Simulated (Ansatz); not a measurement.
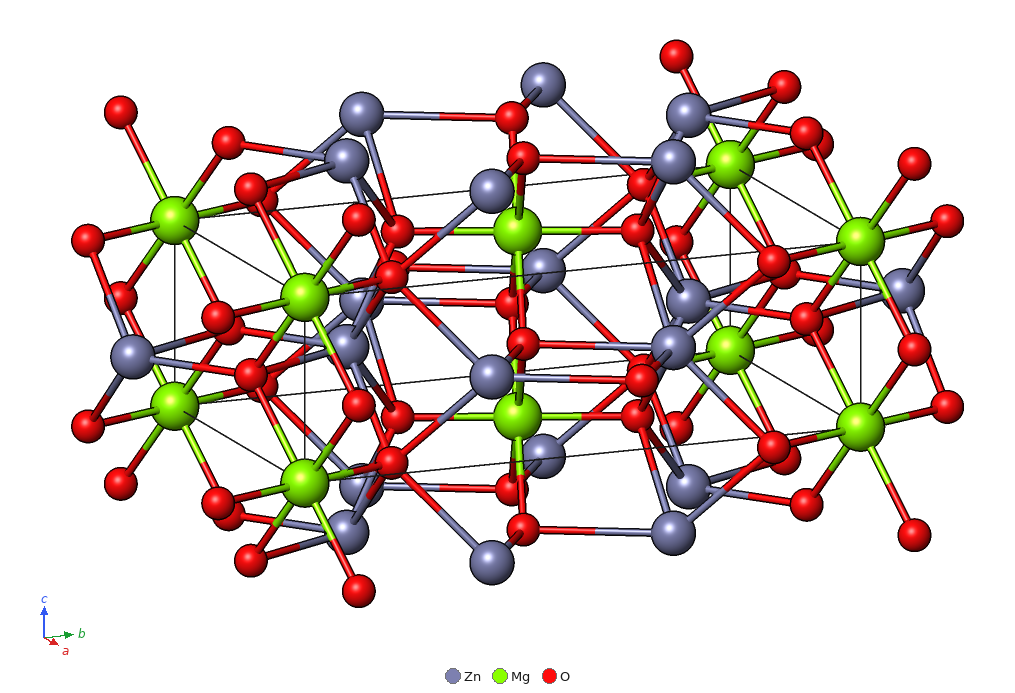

We look at a ball-and-stick model of the crystal slightly off an axis. The simulation cell is outlined; an atom on or near a face, edge or corner is repeated at each equivalent position. The first bonded neighbours in the surrounding cells are also shown.

```yaml
crystal:
  lattice:
    - [5.32433, 0.00000, 0.00000]
    - [0.00000, 9.38386, 0.00000]
    - [0.00000, 0.00000, 2.98899]
  atoms:
    - { symbol: Zn, position: [0.06220, 0.32220, 0.50000] }
    - { symbol: Zn, position: [0.93780, 0.67780, 0.50000] }
    - { symbol: Zn, position: [0.56220, 0.17780, 0.50000] }
    - { symbol: Zn, position: [0.43780, 0.82220, 0.50000] }
    - { symbol: Mg, position: [0.00000, 0.00000, 0.00000] }
    - { symbol: Mg, position: [0.50000, 0.50000, 0.00000] }
    - { symbol: O, position: [0.22950, 0.04330, 0.50000] }
    - { symbol: O, position: [0.77050, 0.95670, 0.50000] }
    - { symbol: O, position: [0.72950, 0.45670, 0.50000] }
    - { symbol: O, position: [0.27050, 0.54330, 0.50000] }
    - { symbol: O, position: [0.37220, 0.31410, 0.00000] }
    - { symbol: O, position: [0.62780, 0.68590, 0.00000] }
    - { symbol: O, position: [0.87220, 0.18590, 0.00000] }
    - { symbol: O, position: [0.12780, 0.81410, 0.00000] }
```

Theory: DFT, PAW plane waves, r2SCAN in Ansatz. Numerical settings: a kinetic-energy cutoff of 500 eV, Brillouin-zone sampling on a 6×4×10 mesh, Fermi-Dirac smearing of 0.1 eV, no spin polarisation.

### Give the Bader charge of each element.

Mg +1.74 e; Zn +1.35 e; O -1.14 to -1.08 e.

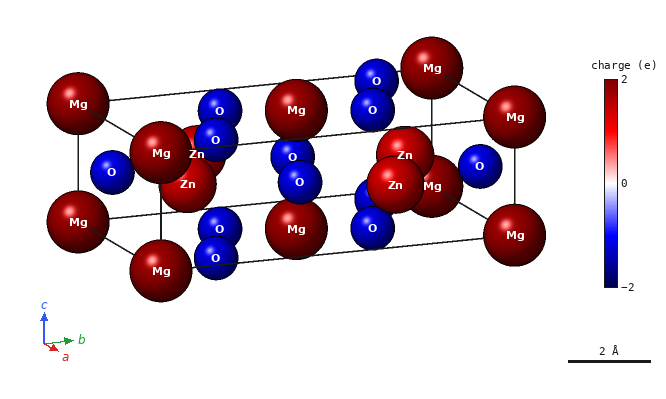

The atoms coloured by those charges.

The model is a generated cell, made by putting these elements into a known structure type (the compound may or may not exist in this form); its atoms and cell weren't optimised. It was run through Ansatz as a DFT input.

At this level of theory the cell isn't at rest (stretched, at -5 GPa and forces up to 2.6 eV/Å), so its distances can differ from those at equilibrium, the more so the softer the solid.
